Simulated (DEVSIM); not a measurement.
Device: abrupt Si p-n junction, at 300 K.

| layer (left to right) | material | thickness (μm) | Nd (cm⁻³) | Na (cm⁻³) | τn (s) | τp (s) |
|---|---|---|---|---|---|---|
| 1 | Si | 0.250 | - | 3.1e16 | 8.5e-7 | 8.5e-7 |
| 2 | Si | 290 | 1.4e17 | - | 8.5e-7 | 2.5e-5 |

Left contact: ohmic. Right contact: ohmic. Voltage is applied to the left contact. Recombination: SRH at mid-gap, radiative. Mobility is μmin + (μ − μmin)/(1 + (N/Nref)^α).

The device is made up for the run: typed textbook-type constants, with dimensions and the other settings drawn at random. Values at 300 K.

```tsv
parameter	Si
gap (eV)	1.124
affinity (eV)	4.05
permittivity	11.7
Nc (cm⁻³)	2.86e19
Nv (cm⁻³)	3.1e19
μn (cm²/Vs)	1417
μp (cm²/Vs)	470
μn,min	52
μp,min	45
Nref,n	9.7e16
Nref,p	2.2e17
αn	0.68
αp	0.72
B (cm³/s)	4.7e-15
```

DEVSIM, 1D drift-diffusion, Boltzmann statistics, complete ionisation; no tunnelling, impact ionisation, image-force lowering or self-heating.

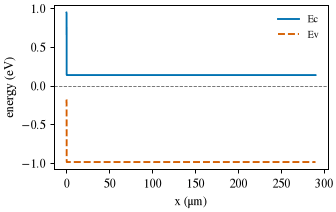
Band edges at zero bias

Energies count from the Fermi level of the right contact; mesh points crowd at the junctions.

| x (μm) | Ec (eV) | Ev (eV) | n (cm⁻³) | p (cm⁻³) | field (V/cm) |
|---|---|---|---|---|---|
| 0.000 | 0.945 | -0.179 | 3700 | 3.1e16 | -310 |
| 0.03377 | 0.944 | -0.180 | 4000 | 2.9e16 | -700 |
| 0.1056 | 0.917 | -0.207 | 11000 | 1.0e16 | -10000 |
| 0.1941 | 0.656 | -0.468 | 2.7e8 | 4.3e11 | -50000 |
| 0.2489 | 0.308 | -0.816 | 1.9e14 | 620000 | -77000 |
| 0.2826 | 0.157 | -0.967 | 6.5e16 | 1800 | -16000 |
| 0.3706 | 0.138 | -0.986 | 1.4e17 | 830 | ≈ 0 |
| 0.7385 | 0.138 | -0.986 | 1.4e17 | 830 | ≈ 0 |
| 1.536 | 0.138 | -0.986 | 1.4e17 | 830 | ≈ 0 |
| 3.576 | 0.138 | -0.986 | 1.4e17 | 830 | ≈ 0 |
| 8.792 | 0.138 | -0.986 | 1.4e17 | 830 | ≈ 0 |
| 30.59 | 0.138 | -0.986 | 1.4e17 | 830 | ≈ 0 |
| 77.85 | 0.138 | -0.986 | 1.4e17 | 830 | ≈ 0 |
| 181.3 | 0.138 | -0.986 | 1.4e17 | 830 | ≈ 0 |
| 258.2 | 0.138 | -0.986 | 1.4e17 | 830 | ≈ 0 |
| 277.8 | 0.138 | -0.986 | 1.4e17 | 830 | ≈ 0 |
| 285.4 | 0.138 | -0.986 | 1.4e17 | 830 | ≈ 0 |
| 288.4 | 0.138 | -0.986 | 1.4e17 | 830 | ≈ 0 |
| 289.7 | 0.138 | -0.986 | 1.4e17 | 830 | ≈ 0 |
| 290.1 | 0.138 | -0.986 | 1.4e17 | 830 | ≈ 0 |
| 290.2 | 0.138 | -0.986 | 1.4e17 | 830 | ≈ 0 |
| 290.2 | 0.138 | -0.986 | 1.4e17 | 830 | ≈ 0 |
